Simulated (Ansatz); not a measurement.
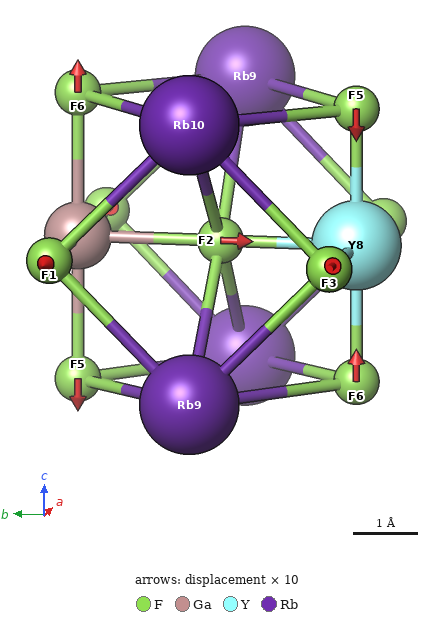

A relaxation of solid Rb₂YGaF₆ (a generated structure, set up in Fm-3m). The starting structure is drawn; red arrows show the displacements, 10 times their true length.

Style: ball-and-stick. Shown: the atoms within 4.2 Å of the atom that moves most (axes of the conventional cell (4 times the calculation's cell)), from a free direction. Lengths and directions refer to the drawn axes.

The start is a swapped structure.

Theory: DFT, PAW plane waves, r2SCAN in Ansatz. Settings: plane-wave cutoff 500 eV; k-point mesh 5 × 5 × 5; occupations fermi dirac; smearing width 0.0805 eV; no spin polarisation; atoms relaxed in a fixed cell; force threshold 0.03 eV/Å; at most 40 steps.

Which element moves most?

Answer. Fluorine: up to 0.054 Å, against 0.000 Å for yttrium.

What did the optimiser do to the structure, and how much energy did it gain?

Answer. Over 2 accepted moves (3 points after the start) the energy falls by 0.172 eV per cell of the calculation. The largest force component goes from 1 to 0.0075 eV/Å. 1 step only repeated the SCF at the same geometry. The largest moves, 0.054 Å, are those of F atoms. Y and Ga and Rb stay in place. The cell stays as it was. Among the contacts that change: F–Y 2.176 → 2.123 Å, F–Ga 2.283 → 2.337 Å. The space group stays Fm-3m (No. 225). The run took about 120 core-seconds on a shared host.
